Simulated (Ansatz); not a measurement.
# CH6O2SSi: vertical spin-state energies in Python

Which spin state of CH6O2SSi lies lowest at this geometry? The task is vertical spin-state energies, for CH6O2SSi. SMILES: O[SiH](O)CS.

Program: Ansatz 0.2.0 through its Python package. Level of theory: PBE0/6-31G*. These are calculated values, not measurements.

## Step 1: The structure

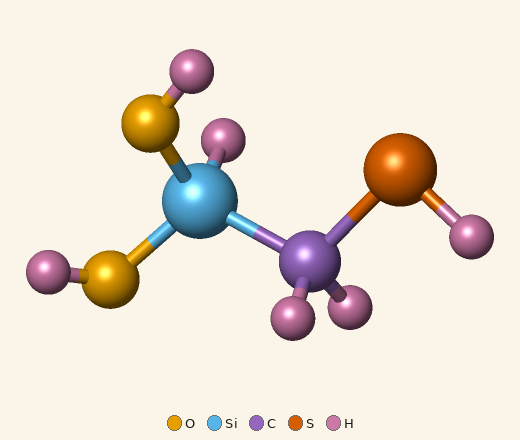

The structure that the script starts from, seen from a chosen angle (oxygen amber, silicon blue, carbon purple, sulfur orange, hydrogen pink).

The script holds or builds the structure itself.

## Step 2: The code

ch6o2ssi_spin.py reads:

```python
# -*- coding: utf-8 -*-
"""Vertical spin-state energies of CH6O2SSi."""

import logging
import sys

import ansatz as az

logging.basicConfig(stream=sys.stdout, format="%(levelname)s %(message)s")
log = logging.getLogger("ansatz_job")
log.setLevel(logging.INFO)


def main():
    ch6o2ssi = (
        az.Crystal.molecule()
        .atom("O", [0.0531, 1.9508, 1.1057])
        .atom("Si", [0.0571, 0.8748, -0.1306])
        .atom("O", [1.6191, 0.7921, -0.6137])
        .atom("C", [-0.5693, -0.7642, 0.3512])
        .atom("S", [-0.3271, -1.9893, -0.9868])
        .atom("H", [0.8778, 2.3267, 1.375])
        .atom("H", [-0.6704, 1.4321, -1.2684])
        .atom("H", [1.8642, 0.1733, -1.3222])
        .atom("H", [-0.1739, -1.1256, 1.3161])
        .atom("H", [-1.7197, -0.7073, 0.5478])
        .atom("H", [-0.9457, -3.0205, -0.3534])
    )

    base = (
        ch6o2ssi.calculation()
        .basis(gaussian="6-31G*")
        .functional("PBE0")
        .accuracy("high")
    )
    found = {}
    for unpaired in [0, 2]:
        data = base.spin("collinear", total=unpaired).run().report
        s = unpaired / 2
        found[unpaired] = data["free_energy_ev"]
        log.info(f"2S+1 = {unpaired + 1}: E = {found[unpaired]:.5f} eV, <S^2> = {abs(data['mean_field']['state']['spin_squared']):.3f} (pure state {s * (s + 1):.2f})")
    lowest = min(found, key=found.get)
    for unpaired, e in found.items():
        log.info(f"multiplicity {unpaired + 1}: {96.485332 * (e - found[lowest]):.1f} kJ/mol above the lowest")


if __name__ == "__main__":
    main()
```

## Step 3: What the engine is handed

The engine receives this input (first run):

```yaml
crystal:
  periodic: [false, false, false]
  atoms:
    - { symbol: O, position_ang: [0.0531, 1.9508, 1.1057] }
    - { symbol: Si, position_ang: [0.0571, 0.8748, -0.1306] }
    - { symbol: O, position_ang: [1.6191, 0.7921, -0.6137] }
    - { symbol: C, position_ang: [-0.5693, -0.7642, 0.3512] }
    - { symbol: S, position_ang: [-0.3271, -1.9893, -0.9868] }
    - { symbol: H, position_ang: [0.8778, 2.3267, 1.375] }
    - { symbol: H, position_ang: [-0.6704, 1.4321, -1.2684] }
    - { symbol: H, position_ang: [1.8642, 0.1733, -1.3222] }
    - { symbol: H, position_ang: [-0.1739, -1.1256, 1.3161] }
    - { symbol: H, position_ang: [-1.7197, -0.7073, 0.5478] }
    - { symbol: H, position_ang: [-0.9457, -3.0205, -0.3534] }
accuracy: high
basis:
  gaussian:
    orbitals: "6-31G*"
hamiltonian:
  xc: pbe0
magnetization:
  spin_polarized: true
  initial_magnetization: 0.0
```

## Step 4: The run

Command:

```sh
python ch6o2ssi_spin.py
```

Log:

```text
INFO 2S+1 = 1: E = -23929.95129 eV, <S^2> = 0.000 (pure state 0.00)
INFO 2S+1 = 3: E = -23924.81005 eV, <S^2> = 2.005 (pure state 2.00)
INFO multiplicity 1: 0.0 kJ/mol above the lowest
INFO multiplicity 3: 496.1 kJ/mol above the lowest
```

It took 48 s on 1 thread of Intel Xeon Platinum 8375C at 2.90GHz (Ice Lake), shared host; peak memory 0.6 GiB.

## Step 5: Inputs of later runs

The engine's inputs for the other runs:

Run 2, against run 1:

```diff
@@ -23 +23 @@
-  initial_magnetization: 0.0
+  initial_magnetization: 2.0
```

Lines on the test bed's own set-up are left out of the output.

A comment line of the script is reworded here; the code is as run.

## Step 6: The runs side by side

The 2 runs, in the order started:

| run | 2S+1 | energy from run 1 (eV) | <S²> | SCF cycles | CPU time (s) |
| --- | --- | --- | --- | --- | --- |
| 1 | 1 | 0.0000 | 0.00 | 23 | 21 |
| 2 | 3 | 5.1412 | 2.00 | 40 | 26 |

## Step 7: What came out

| quantity | value |
| --- | --- |
| runs compared | 2 |
| lowest | run 1 (2S+1 = 1) |
| next above it by | 5.141 eV |

What this shows: In order: multiplicity 1 (+0.00 eV) and multiplicity 3 (+5.14 eV), all at the one geometry. The geometry is a force-field or estimated start, not a minimum of this method, and the basis set is short of its limit. All parts are taken at fixed geometry, without zero-point energy.
